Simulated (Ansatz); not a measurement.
Input

```
crystal:
  periodic: [false, false, false]
  atoms:
    - { symbol: Al, position_ang: [0.0, 0.0, 0.0] }
    - { symbol: F, position_ang: [0.0, 0.0, 1.94] }
    - { symbol: "N", position_ang: [1.6627, 0.0, -0.96] }
    - { symbol: H, position_ang: [2.1293, -0.9179, -1.2118] }
    - { symbol: H, position_ang: [2.1141, 0.9179, -1.2382] }
    - { symbol: O, position_ang: [-1.5415, 0.0, -0.89] }
    - { symbol: H, position_ang: [-2.0512, -0.8467, -0.6815] }
    - { symbol: H, position_ang: [0.0, 0.0, 3.16] }
magnetization:
  spin_polarized: true
  initial_magnetization: 1
basis:
  gaussian: { orbitals: def2-SVP }
hamiltonian:
  xc: r2scanh
  dispersion: d4
relax:
  f_tol: 0.15
  max_steps: 25
  restrain:
    - { distance: [1, 7], at: 2.12, k: 30.0 }
    - { distance: [0, 1], at: 1.69, k: 30.0 }
output:
  orbitals: {}
```

Run with:

```sh
ansatz run input.yaml --threads 4 --pin off --max-ram 5120MiB --backend cpu --events-out ev --progress --plain --runs-dir out
```

The fields are those of the run's last geometry, not of the input's.

Not at a stationary point (largest force 0.5 eV/Å).

Level of theory: Ansatz 0.2.0, UKS r2SCANh-D4/def2-SVP.

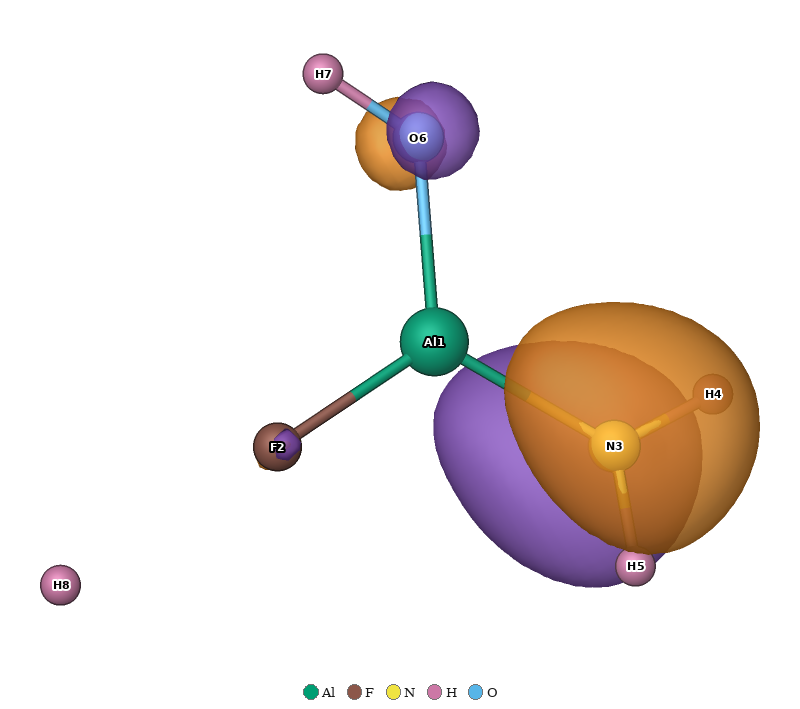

AlFH3NO···H (doublet). The HOMO (β) at ±0.15 Å⁻³ᐟ² (orange and purple are the two phases), seen at a tilt.

Describe this orbital and give its energy.

It lies mainly on N3 (about 75 %); largely a lone pair of N3. Its energy is −6.80 eV.
